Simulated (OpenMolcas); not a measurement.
SnSe (SMILES [Se][Sn]): methods side by side

SnSe has 2 atoms, charge 0, and is taken as a singlet. As SMILES, `[Se][Sn]`. The shape is that of a PBE0-D4/def2-TZVP optimisation.

```xyz
2

Se    0.0000    0.0000    0.0065
Sn    0.0000    0.0000    2.3318
```

Quantity: the energy change with the Se1–Sn2 bond stretched from 2.325 to 2.674 Å, in eV. The values are calculated.

| level | kind | program | value (eV) | CPU time (all runs) |
| --- | --- | --- | --- | --- |
| HF/def2-TZVP (core potential) (restricted) | Hartree–Fock | OpenMolcas | 0.98 | 18 s |
| PBE/def2-TZVP (core potential) (restricted) | GGA | OpenMolcas | 0.59 | 38 s |
| M06-L/def2-TZVP (core potential) (restricted) | meta-GGA | OpenMolcas | 0.67 | 50 s |
| TPSS/def2-TZVP (core potential) (restricted) | meta-GGA | OpenMolcas | 0.65 | 51 s |
| BHLYP/def2-TZVP (core potential) (restricted) | global hybrid | OpenMolcas | 0.88 | 35 s |
| M06-2X/def2-TZVP (core potential) (restricted) | hybrid meta-GGA | OpenMolcas | 0.80 | 44 s |
| PBE0/def2-TZVP (core potential) (restricted) | global hybrid | OpenMolcas | 0.80 | 37 s |
| MP2/def2-TZVP (core potential) (restricted) | perturbation theory | OpenMolcas | 0.82 | 12 s |

The first shape isn't each level's own minimum. The values span 0.59 to 0.98 eV. In the correlated wave-function rows the outer d shell of Se, Sn is correlated, in sets not made for it. Times are those of the runs behind each value, whatever else they computed, on shared processors of several kinds: orders of magnitude only.

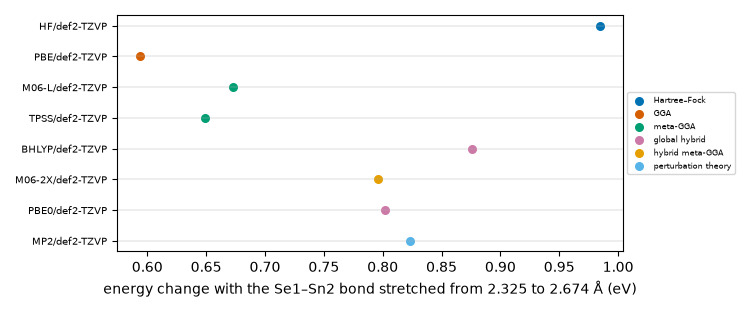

The values of the table, level by level.
